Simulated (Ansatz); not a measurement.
One stationary structure of BN. Space group P6₃mc (No. 186), AFLOW prototype AB_hP12_186_a2b_a2b (B6, as in SiC). Method: r2SCAN (plane waves to 500 eV, PAW, scalar-relativistic; Ansatz, a quantum-chemistry and plane-wave program).

```xyz
12
Lattice="2.5495 0.0000 0.0000 -1.2747 2.2079 0.0000 0.0000 0.0000 12.5434" Properties=species:S:1:pos:R:3 pbc="T T T"
B      0.0000     0.0000     0.0008
B      0.0000     0.0000     6.2726
B      1.2747     0.7360    10.4446
B      0.0000     1.4719     4.1729
B      1.2747     0.7360     2.0893
B      0.0000     1.4719     8.3610
N      0.0000     0.0000    10.9680
N      0.0000     0.0000     4.6963
N      1.2747     0.7360     8.8817
N      0.0000     1.4719     2.6100
N      1.2747     0.7360     0.5259
N      0.0000     1.4719     6.7976
```

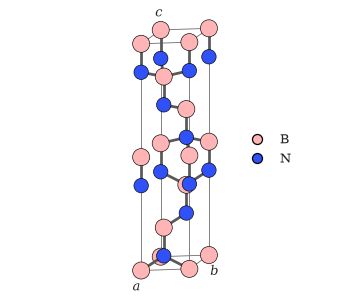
*The conventional cell of the relaxed structure*

```json
{
  "volume_per_atom": "5.88 Å³",
  "band_gap": "5.75 eV, indirect (valence top at Γ, conduction bottom at M) (no spin-orbit coupling)",
  "smallest_direct_gap": "7.83 eV at M",
  "shortest_distances": "B–N 1.56 Å; B–B 2.55 Å; N–N 2.55 Å",
  "k-mesh": "12×12×3"
}
```

Band energies at high-symmetry points (eV from the VBM; labels of this space group; no spin-orbit coupling), from −5 eV up to 10.2 eV:

```
point                                                                                                                 energies
-----  -----------------------------------------------------------------------------------------------------------------------
Γ      -3.24 -3.22 -2.09 -2.09 -1.69 -1.69 -1.63 -1.63 -0.69 -0.69 -0.60 -0.60 -0.09 0.00 0.00 9.41 9.41 9.54 9.94 10.10 10.10
M                                          -4.76 -4.56 -4.51 -4.23 -3.36 -3.07 -3.03 -2.65 -2.08 5.75 6.13 7.60 8.23 9.58 9.95
K                                                                     -4.91 -4.91 -4.67 -3.67 -3.51 -3.51 7.76 7.76 8.39 10.18
A            -1.98 -1.98 -1.98 -1.98 -1.19 -1.19 -1.19 -1.19 -1.04 -1.04 -0.18 -0.18 -0.18 -0.18 9.66 9.66 9.66 9.66 9.79 9.79
L                                    -4.98 -4.98 -4.92 -4.92 -3.85 -3.85 -2.82 -2.82 -2.36 -2.36 5.90 5.90 7.86 7.86 9.92 9.92
H                                                                      -4.56 -4.56 -4.10 -4.10 -3.67 -3.67 7.91 7.91 9.09 9.09
```

No spin polarisation in the result.

The run could not lose the symmetry of its start.

The first start was generated by placing the elements on the sites of a structure type. A measured structure of BN has the same space group, P6₃mc (No. 186); the sites were not compared with it.
